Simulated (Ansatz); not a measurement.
# CH2AlN (SMILES N#[C][AlH2]) at BLYP/aug-cc-pVDZ

What is the electronic atomisation energy of CH2AlN at BLYP/aug-cc-pVDZ? 

The results are computed with Ansatz 0.2.0.

69 further runs of the same task are left out: 69 set aside as unsound or not needed.

## Step 1: The structure to begin with

CH2AlN has 5 atoms, charge 0, and is taken as a singlet. As SMILES, `N#[C][AlH2]`. Geometry: relaxed at PBE0-D4/def2-TZVP.

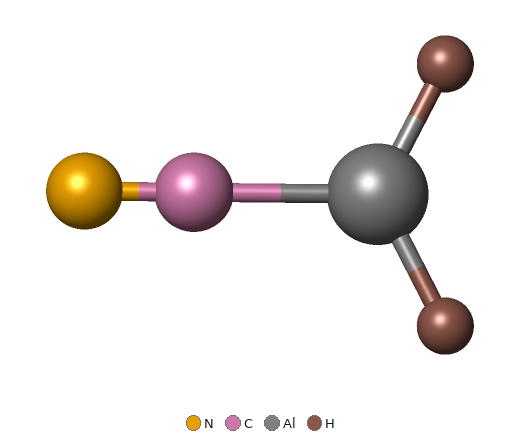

The structure, seen from a chosen angle (nitrogen amber, carbon pink, aluminium grey, hydrogen brown).

## Step 2: The energy at BLYP/aug-cc-pVDZ

Contents of input.yaml:

```yaml
crystal:
  periodic: [false, false, false]
  atoms:
    - {symbol: N, position_ang: [1.382300, -1.346000, 1.394200]}
    - {symbol: C, position_ang: [0.714200, -0.698000, 0.711800]}
    - {symbol: Al, position_ang: [-0.407200, 0.390000, -0.434600]}
    - {symbol: H, position_ang: [-1.629700, -0.322900, -1.120200]}
    - {symbol: H, position_ang: [-0.009700, 1.903200, -0.592600]}
basis:
  gaussian:
    orbitals: aug-cc-pVDZ
magnetization:
  spin_polarized: false
hamiltonian:
  xc: {name: BLYP}
accuracy: high
output: {orbitals: {seedname: orbitals}}
```

Launch:

```bash
$ ansatz run input.yaml --threads 1 --pin off --max-ram 3480MiB --events-out events.jsonl --progress --plain --runs-dir runs
```

Output:

```text
Warning: RAYON_NUM_THREADS=1 ignored (pool sized by the plan → 1); use --threads N
Functional definition: BLYP
  name "BLYP"
  parameter beta = 0.0042
  parameter a = 0.04918
  parameter b = 0.132
  parameter c = 0.2533
  parameter d = 0.349
  exchange = b88_x(beta = beta)
  correlation = lyp_c(a = a, b = b, c = c, d = d)
1733 factors; integrals over basis functions are off by at most 3.3e-9 eV
mean field evaluation 1: about -9148.9083 eV, gradient 4.8e1 eV
mean field evaluation 2: about -9113.4845 eV, gradient 1.2e2 eV
mean field evaluation 4: about -9154.2122 eV, gradient 2.3e1 eV
mean field evaluation 8: about -9155.2973 eV, gradient 1.3e-1 eV
mean field evaluation 16: about -9155.2974 eV, gradient 1.6e-6 eV
mean field -9155.29736496 eV, -336.4509724789 hartree, gradient 2.0e-8 eV, S^2 0.000000; 0 other end points of the search recorded, 0 dependent functions left out
reference -9155.29743793 eV, -336.4509751604 hartree; 14, 14 occupied and 77, 77 virtual orbitals, 1733 factors
Total energy: -9155.29743793 eV, -336.4509751604 hartree
```

Wall time 5.1 s (1 thread of Arm Neoverse V2, shared host); peak memory 0.21 GiB.

## Step 3: The Al atom at the same level

Contents of in.yaml:

```yaml
crystal:
  periodic: [false, false, false]
  atoms:
    - {symbol: Al, position_ang: [0.000000, 0.000000, 0.000000]}
basis:
  gaussian: {orbitals: aug-cc-pVDZ}
magnetization: {spin_polarized: true, initial_magnetization: 1}
hamiltonian: {xc: {name: BLYP}}
accuracy: high
```

Run the same way, it converges to -242.36853 Eh (log not shown).

## Step 4: The C atom at the same level

Contents of molecule.yaml:

```yaml
crystal:
  periodic: [false, false, false]
  atoms:
    - {symbol: C, position_ang: [0.000000, 0.000000, 0.000000]}
basis:
  gaussian:
    orbitals: aug-cc-pVDZ
magnetization:
  spin_polarized: true
  initial_magnetization: 2
hamiltonian:
  xc: {name: BLYP}
accuracy: high
```

Run the same way, it converges to -37.84085 Eh (log not shown).

## Step 5: The H atom, same level

Contents of job.yaml:

```yaml
crystal:
  periodic: [false, false, false]
  atoms:
    - {symbol: H, position_ang: [0.000000, 0.000000, 0.000000]}
basis:
  gaussian:
    orbitals: aug-cc-pVDZ
magnetization:
  spin_polarized: true
  initial_magnetization: 1
hamiltonian:
  xc: {name: BLYP}
accuracy: high
```

Launch:

```bash
$ ansatz run job.yaml --threads 1 --pin off --max-ram 3480MiB --events-out events.jsonl --progress --plain --runs-dir runs
```

Output, shortened:

```text
Warning: RAYON_NUM_THREADS=1 ignored (pool sized by the plan → 1); use --threads N
[... 9 set-up lines as earlier in the session ...]
42 factors; integrals over basis functions are off by at most 4.4e-8 eV
mean field evaluation 1: about -13.5180 eV, gradient 6.9e-1 eV
mean field evaluation 2: about -13.5252 eV, gradient 1.1e-1 eV
mean field evaluation 4: about -13.5242 eV, gradient 1.8e-3 eV
mean field evaluation 8: about -13.5242 eV, gradient 1.8e-9 eV
mean field -13.52420048 eV, -0.4970052007 hartree, gradient 1.8e-9 eV, S^2 0.750000; 0 other end points of the search recorded, 0 dependent functions left out
reference -13.52423757 eV, -0.4970065635 hartree; 1, 0 occupied and 8, 9 virtual orbitals, 42 factors
Total energy: -13.52423757 eV, -0.4970065635 hartree
```

It took 0.14 s on 1 thread of Arm Neoverse V2, shared host.

## Step 6: The N atom, same level

Contents of in.yaml:

```yaml
crystal:
  periodic: [false, false, false]
  atoms:
    - {symbol: "N", position_ang: [0.000000, 0.000000, 0.000000]}
basis:
  gaussian:
    orbitals: aug-cc-pVDZ
magnetization:
  spin_polarized: true
  initial_magnetization: 3
hamiltonian:
  xc: {name: BLYP}
accuracy: high
```

Run the same way, it converges to -54.57876 Eh (log not shown).

## Step 7: Summary of results

At BLYP/aug-cc-pVDZ:

| quantity | value |
| --- | --- |
| molecule: total energy | -336.45098 Eh |
| molecule: HOMO energy | -7.85 eV |
| molecule: LUMO energy | -3.31 eV |
| molecule: HOMO–LUMO gap | 4.54 eV |
| Al atom: total energy | -242.36853 Eh |
| Al atom: ⟨S²⟩ | 0.754 |
| C atom: total energy | -37.84085 Eh |
| C atom: ⟨S²⟩ | 2.003 |
| H atom: total energy | -0.49701 Eh |
| H atom: ⟨S²⟩ | 0.750 |
| N atom: total energy | -54.57876 Eh |
| N atom: ⟨S²⟩ | 3.753 |
| electronic atomisation energy | 18.200 eV |

What this shows: Taking the molecule apart into free atoms costs 18.20 eV (420 kcal/mol), before zero-point energy and without spin-orbit coupling.
